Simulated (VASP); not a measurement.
Band structure of Lu (hcp). Method: PBEsol GGA, VASP's PBE PAW potentials (set 64) (plane waves; VASP).

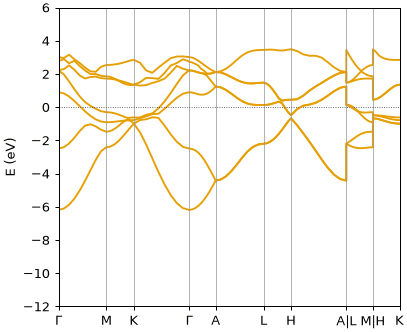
Fig. 1. Bands along high-symmetry lines, zero at the valence-band maximum or, without a gap, the Fermi level

Problem. Read the plot: is there a gap, and where are the band edges?

Solution. It has no gap at this level: it comes out as a metal or semimetal. (Edges off the drawn lines would not show.)

The compound is Lu in the hcp structure. It was relaxed first, which changed the volume by -6 %.
